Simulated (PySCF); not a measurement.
**C4H7Cl, SMILES `ClCC1CC1`: what the electrons do**

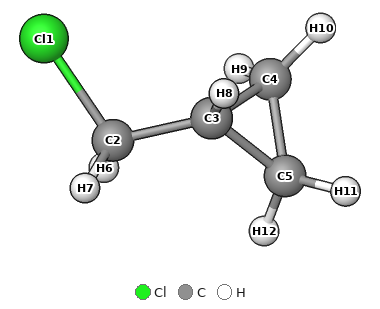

The molecule, with its atoms numbered as below. No frequency check shows the geometry to be a minimum.

Coordinates in Å:

```
Cl1     -1.8808    0.2168    0.0187
C2      -0.4128   -0.7912   -0.1967
C3       0.7619   -0.1593    0.4881
C4       1.5077    0.9481   -0.1950
C5       2.1399   -0.4011   -0.0581
H6      -0.2502   -0.8765   -1.2709
H7      -0.6491   -1.7696    0.2230
H8       0.6561   -0.0956    1.5638
H9       1.1692    1.2551   -1.1726
H10      1.8836    1.7596    0.4081
H11      2.9499   -0.5246    0.6436
H12      2.2341   -1.0134   -0.9420
```

Part 1: Excited states

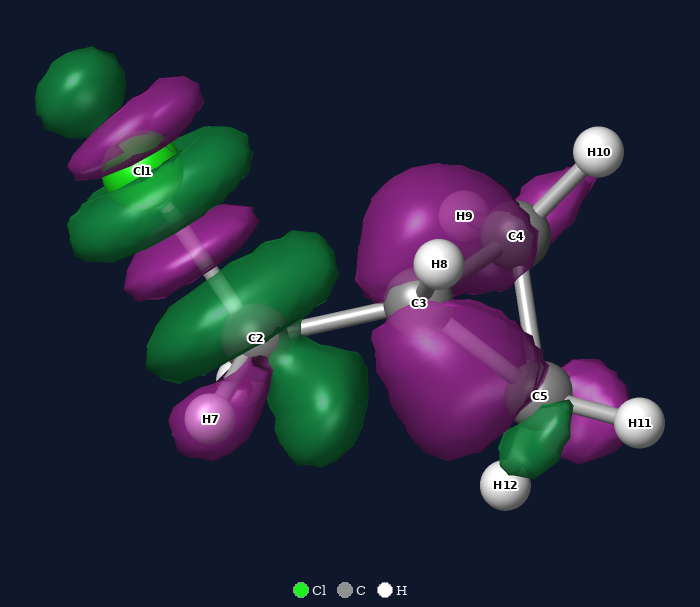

Unrelaxed difference density of T₃ less the ground state (TDA triplet states), ±0.03 e/Å³; green: gain, purple: loss.

Method: ωB97X/6-311G**; geometry: GFN2-xTB; program: PySCF. Without diffuse functions Rydberg states are missing, so the states' numbers hold for this basis only.

**How does the charge move on excitation?**

0.59 e is displaced in all, of which about 0.3 e passes between atoms: C3 (0.17 e) and C5 (0.08 e) lose electrons and C2 (0.16 e) and Cl1 (0.12 e) gain them. The state: 8.30 eV (149 nm), spin-forbidden from the singlet ground state; the leading pair carries 95 %; hole on Cl1 (25 %), C3 (24 %) and C5 (15 %), electron on Cl1 (37 %), C2 (27 %) and C3 and C5 (8 % each); their centroids lie 0.8 Å apart.

Part 2: In an electric field

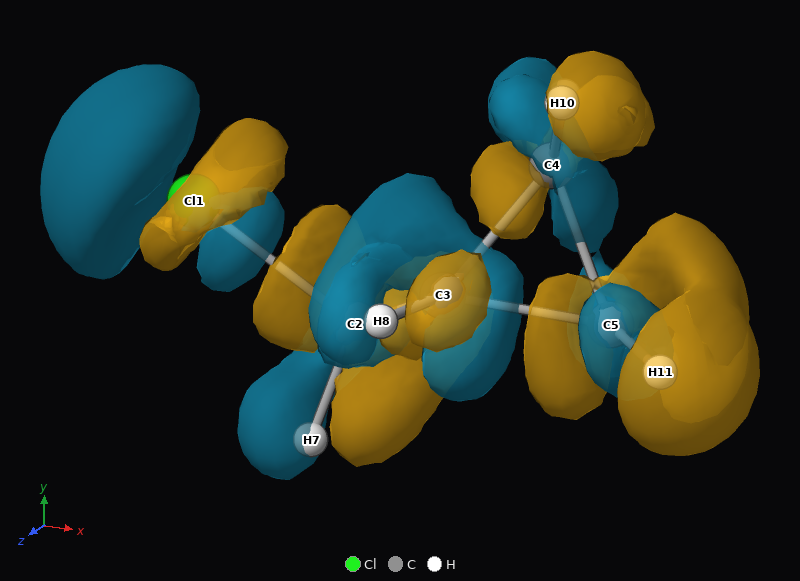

Change of the electron density in a uniform field of 0.51 V/Å, surfaces at ±0.005 e/Å³ (yellow: gain, teal: loss).

Level of theory: B3LYP/6-311+G** (PySCF), at a geometry from GFN2-xTB. The basis has diffuse s and p functions alone, which still leaves polarisabilities too small, most of all across bonds.

**Along which Cartesian direction does the field point?**

Along −x: electrons gather on the +x side, against the field.

**How large is the response?**

The induced dipole is 1.81 D (along the field); α along this axis, from the fields in both directions, is 71 bohr³ (10.6 Å³).

**Which atoms gain and lose the most charge?**

Electrons gather most on H11 (Hirshfeld charge changes by −0.022 e) and leave Cl1 most (+0.051 e); 0.152 electrons are displaced in all.

Part 3: Removing or adding an electron

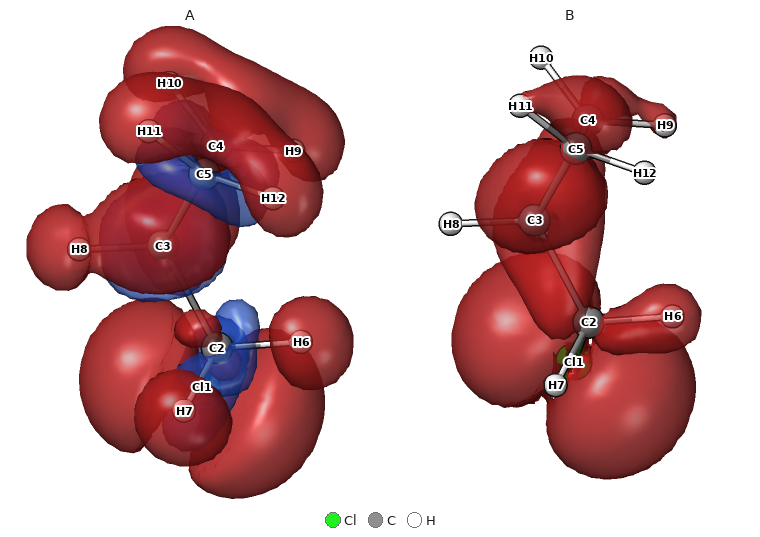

The Fukui function f⁻ from two separate SCF calculations and the density of the HOMO, at ±0.015 e/Å³ (red positive, blue negative).

Level of theory: BLYP/def2-SVPD (PySCF), at a geometry from GFN2-xTB.

**Which panel is which, and how good is the frozen-orbital picture?**

A is f⁻ (it has negative regions), B the HOMO density. The HOMO lies on Cl1 (65 %), C3 (11 %) and C5 (8 %); f⁻ (Hirshfeld-condensed) is largest on Cl1 (0.37); the vertical ionisation energy is 9.78 eV (the stability of the cation's solution wasn't checked). Relaxation shifts 32 % of the electron between atoms. The orbital energy is −6.73 eV.

Part 4: Stretching a bond

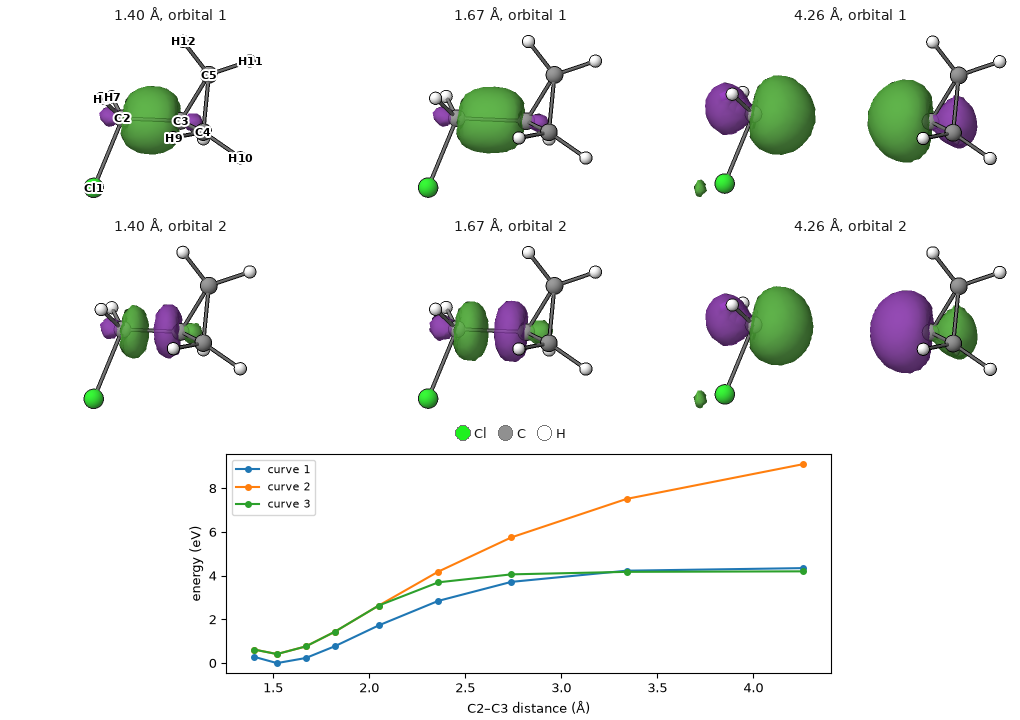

Rigid stretch of the C2–C3 bond. The two CASSCF(2,2) natural orbitals nearest half filling (orbital 1 the more occupied). Below: energies along the scan, from the lowest point of the three curves.

Computed with PySCF, 6-31G* basis, geometry: GFN2-xTB.

**How do the occupations change along the stretch?**

1.40 Å: 1.99 and 0.01; 1.67 Å: 1.97 and 0.03; 4.26 Å: 1.07 and 0.93. At the longest distance computed (4.26 Å) they are 1.07 and 0.93, and the effective number of unpaired electrons is 2.0.

**Which curve is which method?**

Curve 1 is CASSCF(2,2). Curve 2 is RHF. Curve 3 is UHF. RHF rises too steeply because it keeps both electrons in one orbital and so mixes in ionic fragments.

**Where does the UHF solution part from RHF?**

Between 2.05 Å (⟨S²⟩ = 0, the two coincide) and 2.36 Å (⟨S²⟩ = 0.60); at 4.26 Å ⟨S²⟩ is 1.02 and UHF lies 4.9 eV below RHF.

**How much energy does the stretch cost?**

By CASSCF, 4.3 eV from the lowest point of the scan (1.52 Å) to 4.26 Å; RHF gives 8.7 eV from its own lowest point. The fragments aren't relaxed and dynamic correlation is missing, so this isn't a bond dissociation energy.

The PySCF runs shown took 8.9 min, 51 s, 2.2 min and 5.6 min on 1 thread of Arm Neoverse V2, on a shared host.
